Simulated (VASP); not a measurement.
Energy against volume of Li₂O (antifluorite). All values below come from vdW-DF2, VASP's PBE PAW potentials (set 64) (plane waves; VASP).

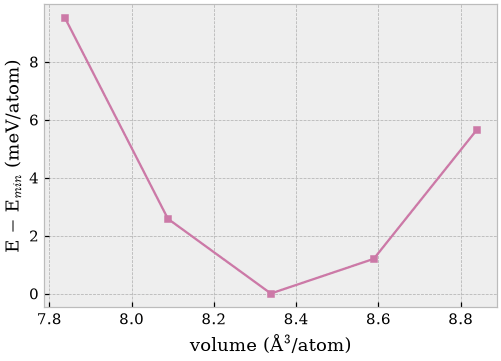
*Energy against volume*

Problem. Estimate the equilibrium volume and the bulk modulus.

Solution. The minimum lies near 8.4 Å³/atom, and the curvature gives B0 of about 79 GPa.

The compound is Li2O in the antifluorite structure. It was relaxed first.
